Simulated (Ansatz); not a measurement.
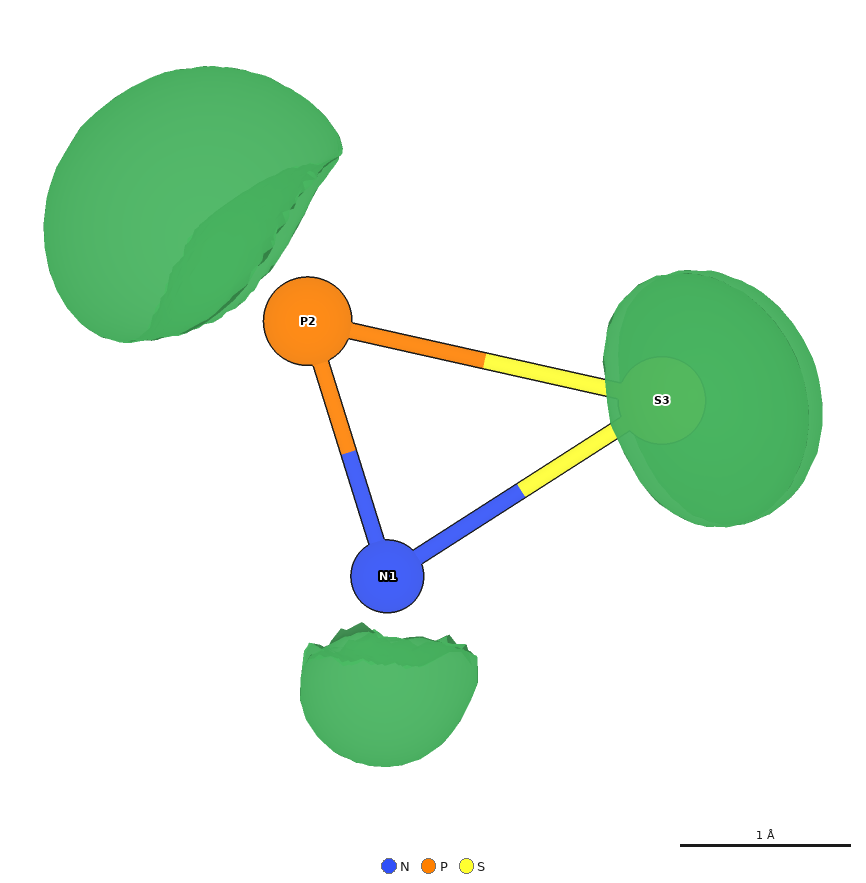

*NPS (SMILES N1=PS1). Isosurface of the ELF at 0.9 (green), seen across its widest extent. Only the valence region is drawn (cores and ρ < 0.01 e/Å³ removed).*

Geometry: B3LYP-D3(BJ)/6-311G**.

Method: isolated molecule in a Gaussian basis; Kohn-Sham density functional theory, functional PBE0 in Ansatz.

| atom | x (Å) | y (Å) | z (Å) |
| --- | --- | --- | --- |
| N | -0.3068 | -0.7785 | -0.4148 |
| P | -0.3326 | -0.3257 | 1.0924 |
| S | -0.9888 | 1.0184 | -0.4372 |

Describe the localisation domains.

The surface consists of one lobe on N, pointing away from the bonds (lone pairs), one lobe on P, pointing away from the bonds (lone pairs) and two lobes on S, pointing away from the bonds (lone pairs, which may merge into one lobe).

Values along the shortest contacts:
P–N (1.57 Å): the ELF peaks at about 0.85 between the atoms, as expected for a polar covalent bond. S–N (1.92 Å): the ELF peaks at about 0.75 between the atoms.
